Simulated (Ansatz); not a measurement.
**Geometry relaxation of Ti$_{2}$O$_{2}$ (charge +1)**

The run: geometry relaxation of Ti$_{2}$O$_{2}$, charge +1, multiplicity 2. Method and program: UKS PBE-D4/def2-SVP (Ansatz 0.2.0).

The geometry: PBE-D4/def2-SVP start. Figures and captions count atoms from 1; the log counts them from 0 in places.

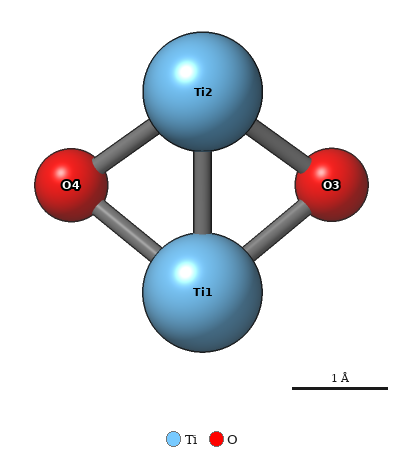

Figure 1. The starting structure (ball-and-stick view, seen on its broad side; atoms are numbered from 1 in the order of the input). Sticks mark near contacts. Bond lengths as drawn: O–Ti 1.84 Å and Ti–Ti 2.13 Å.

### Results in brief

```csv
quantity,value
outcome,converged
total energy,−50295.8907 eV
mean-field energy,−50295.7797 eV
dispersion energy,−0.1110 eV
⟨S²⟩,0.756
SCF solution under orbital rotations,stable
HOMO (either spin),−9.17 eV
LUMO (either spin),−8.42 eV
largest force (length of the vector) at the end,0.018 eV/Å
hardware,"4 threads of Arm Neoverse V1, 95 GiB of memory available, shared host"
wall time,11 s (CPU time 40 s)
peak memory,0.23 GiB
```

### Input
```yaml
crystal:
  periodic: [false, false, false]
  atoms:
    - {symbol: Ti, position_ang: [1.056989, -0.127153, 0.302337]}
    - {symbol: Ti, position_ang: [-1.058031, 0.095407, 0.310636]}
    - {symbol: O, position_ang: [0.143286, 1.377265, -0.235685]}
    - {symbol: O, position_ang: [-0.142235, -1.345518, -0.377278]}
basis:
  gaussian: {orbitals: def2-SVP}
total_charge: 1
magnetization: {spin_polarized: true, initial_magnetization: 1}
hamiltonian: {xc: pbe, dispersion: d4}
scf: {omitted_lower_state_checks: [starts]}
output: {orbitals: {seedname: orbitals}}
relax: {f_tol: 0.02, max_steps: 100}
```

Launched with:
```bash
ansatz run in.yaml --threads 4 --pin off --events-out ev --progress --plain --max-ram 3916MiB
```

### Log
```
Functional definition: PBE
  name "PBE"
  cite "Perdew, Burke & Ernzerhof, Phys. Rev. Lett. 77, 3865 (1996) doi:10.1103/PhysRevLett.77.3865"
  parent pbe
  parameter kappa = 0.804
  parameter beta = 0.06672455060314922
  exchange = pbe_x(kappa = kappa, mu = beta*pi^2/3)
  correlation = pbe_c(beta = beta)
these checks for a lower state are left out or cut short: starts
1046 factors; their error is unknown
mean field evaluation 1: about -50258.2098 eV, gradient 9.8e1 eV
mean field evaluation 2: about -49702.7381 eV, gradient 2.8e2 eV
mean field evaluation 4: about -50252.3343 eV, gradient 1.1e2 eV
mean field evaluation 8: about -50295.3603 eV, gradient 7.5e0 eV
mean field evaluation 16: about -50295.5618 eV, gradient 2.1e-3 eV
mean field -50295.56183262 eV, -1848.3278057926 hartree, gradient 1.6e-5 eV, S^2 0.756108; 0 other end points of the search recorded, 0 dependent functions left out
the calculation of the forces begins
reference -50295.56193744 eV, -1848.3278096447 hartree; 30, 29 occupied and 60, 61 virtual orbitals, 1046 factors
relax step   1: F+E_penalty+E_count = -50295.67053701 eV  Δ(F+E_penalty+E_count) = +0.000e0 eV  max|allowed force component| = 1.730e0 eV/Å  Δτ_max = 0.0000 Å  (42 SCF iters, accepted)
these checks for a lower state are left out or cut short: starts, cluster_reference, orbital_swaps, neighbouring_geometries, increment
1046 factors; their error is unknown
mean field evaluation 32: about -50295.7658 eV, gradient 5.1e-1 eV
mean field -50295.74767072 eV, -1848.3346352167 hartree, gradient 2.0e-5 eV, S^2 0.757640; 0 other end points of the search recorded, 0 dependent functions left out
the calculation of the forces begins
reference -50295.74776592 eV, -1848.3346387154 hartree; 30, 29 occupied and 60, 61 virtual orbitals, 1046 factors
relax step   2: F+E_penalty+E_count = -50295.85783645 eV  Δ(F+E_penalty+E_count) = -1.873e-1 eV  max|allowed force component| = 6.815e-1 eV/Å  Δτ_max = 0.0748 Å  (47 SCF iters, accepted)
these checks for a lower state are left out or cut short: starts, cluster_reference, orbital_swaps, neighbouring_geometries, increment
1046 factors; their error is unknown
mean field -50295.77493928 eV, -1848.3356373178 hartree, gradient 1.3e-5 eV, S^2 0.756157; 0 other end points of the search recorded, 0 dependent functions left out
the calculation of the forces begins
reference -50295.77503334 eV, -1848.3356407744 hartree; 30, 29 occupied and 60, 61 virtual orbitals, 1046 factors
relax step   3: F+E_penalty+E_count = -50295.88572555 eV  Δ(F+E_penalty+E_count) = -2.789e-2 eV  max|allowed force component| = 3.417e-1 eV/Å  Δτ_max = 0.0521 Å  (50 SCF iters, accepted)
these checks for a lower state are left out or cut short: starts, cluster_reference, orbital_swaps, neighbouring_geometries, increment
1046 factors; their error is unknown
mean field -50295.77961727 eV, -1848.3358092306 hartree, gradient 2.2e-5 eV, S^2 0.756280; 0 other end points of the search recorded, 0 dependent functions left out
the calculation of the forces begins
reference -50295.77971067 eV, -1848.3358126630 hartree; 30, 29 occupied and 60, 61 virtual orbitals, 1046 factors
relax step   4: F+E_penalty+E_count = -50295.89058714 eV  Δ(F+E_penalty+E_count) = -4.862e-3 eV  max|allowed force component| = 1.740e-2 eV/Å  Δτ_max = 0.0108 Å  (42 SCF iters, accepted)
```

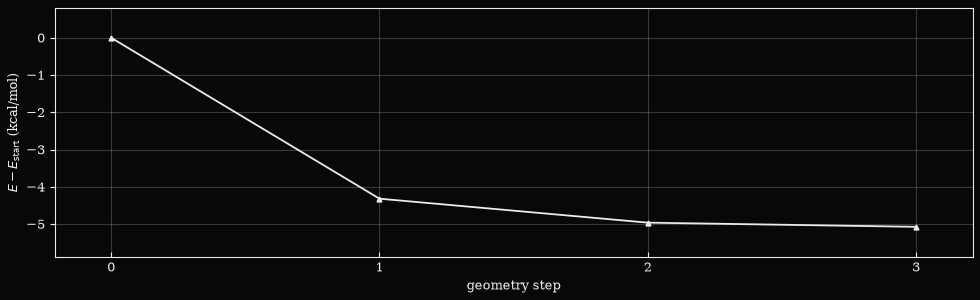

Figure 2. Progress of the relaxation, step by step (the first geometry is step 0 here and step 1 in the log).

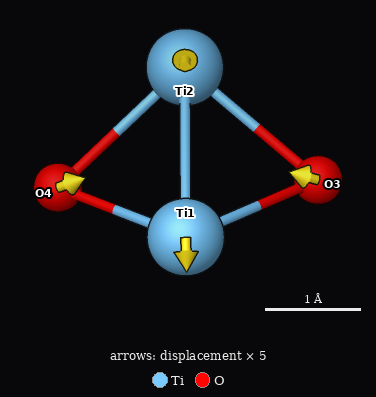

Figure 3. The starting structure with the displacements as yellow arrows, magnified 5 times (ball-and-stick view, seen at a tilt). The two geometries are laid on each other by the best rigid fit. The largest moves after the best rigid fit, 0.077 Å, are those of Ti1 and Ti2. By element the largest moves are Ti 0.077 Å, O 0.072 Å. Among the contacts that change: Ti1–Ti2 2.127 → 2.262 Å, Ti1–O3 1.841 → 1.813 Å. Among the angles that change: Ti1–O3–Ti2 70.6° → 77.2°, O3–Ti1–O4 96.3° → 92.4°, Ti2–Ti1–O3 54.7° → 51.4°. Over 3 geometry steps the energy falls by 5.07 kcal/mol. Largest force component: 1.7 eV/Å at the start, 0.017 eV/Å at the end. (Atoms are counted from 1 in the order of the input.)

```
these checks for a lower state are left out or cut short: starts
1046 factors; their error is unknown
mean field -50295.77961727 eV, -1848.3358092306 hartree, gradient 2.8e-5 eV, S^2 0.756280; 0 other end points of the search recorded, 0 dependent functions left out
the calculation of the forces begins
reference -50295.77971067 eV, -1848.3358126630 hartree; 30, 29 occupied and 60, 61 virtual orbitals, 1046 factors
Total energy: -50295.89068054 eV, -1848.3398907308 hartree
Atom 0 at     1.124621    -0.132233     0.266394 Å, force    -0.014439     0.003655    -0.003503 eV/Å
Atom 1 at    -1.125473     0.104162     0.275171 Å, force     0.014808    -0.003311    -0.003991 eV/Å
Atom 2 at     0.136889     1.313651    -0.203196 Å, force    -0.000304    -0.017398     0.002852 eV/Å
Atom 3 at    -0.136029    -1.285579    -0.338359 Å, force    -0.000065     0.017054     0.004642 eV/Å
Dipole moment:    -0.000893    -0.029409     0.567358 e Å
Checks for a lower state left out: starts
```

### Trajectory as extended XYZ (Å, eV, eV/Å), 4 frames, from step=1 to step=4
```
4
Properties=species:S:1:pos:R:3:forces:R:3 step=1 energy=-50295.67054
Ti    1.0570   -0.1272    0.3023    1.7300  -0.1462  -0.6353
Ti   -1.0580    0.0954    0.3106   -1.7260   0.2104  -0.6232
O     0.1433    1.3773   -0.2357   -0.1239  -1.2207   0.5673
O    -0.1422   -1.3455   -0.3773    0.1198   1.1565   0.6913
4
Properties=species:S:1:pos:R:3:forces:R:3 step=2 energy=-50295.85784
Ti    1.1113   -0.1301    0.2510    0.1340  -0.0136   0.0427
Ti   -1.1121    0.1037    0.2597   -0.1330   0.0086   0.0429
O     0.1412    1.3548   -0.1856   -0.0693  -0.6765  -0.0782
O    -0.1403   -1.3283   -0.3251    0.0683   0.6815  -0.0074
4
Properties=species:S:1:pos:R:3:forces:R:3 step=3 energy=-50295.88573
Ti    1.1290   -0.1333    0.2762   -0.3406   0.0480  -0.1912
Ti   -1.1299    0.1042    0.2850    0.3417  -0.0281  -0.1943
O     0.1365    1.3108   -0.2132   -0.0157  -0.1722   0.1843
O    -0.1356   -1.2817   -0.3480    0.0146   0.1524   0.2012
4
Properties=species:S:1:pos:R:3:forces:R:3 step=4 energy=-50295.89059
Ti    1.1246   -0.1322    0.2664   -0.0144   0.0037  -0.0035
Ti   -1.1255    0.1042    0.2752    0.0148  -0.0033  -0.0040
O     0.1369    1.3137   -0.2032   -0.0003  -0.0174   0.0029
O    -0.1360   -1.2856   -0.3384   -0.0001   0.0171   0.0046
```

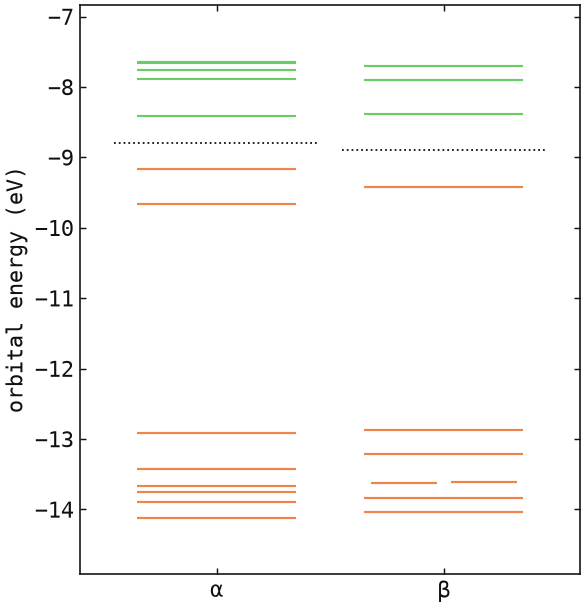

Figure 4. Orbital energies near the frontier for α and β spins; the dotted line parts filled from empty levels, and levels within 0.02 eV of each other stand side by side. α: highest filled −9.17 eV, lowest empty −8.42 eV, 0.75 eV apart; β: highest filled −9.42 eV, lowest empty −8.38 eV, 1.04 eV apart.

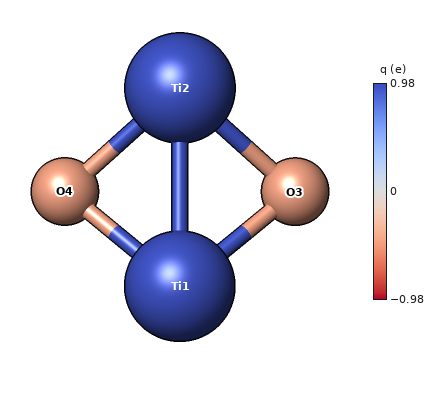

Figure 5. Mulliken charges, as the colour of each atom (ball-and-stick view, seen on its broad side; atoms are numbered from 1 in the order of the input; Mulliken charges depend strongly on the basis). By element: Ti +0.94 and O −0.44 e.
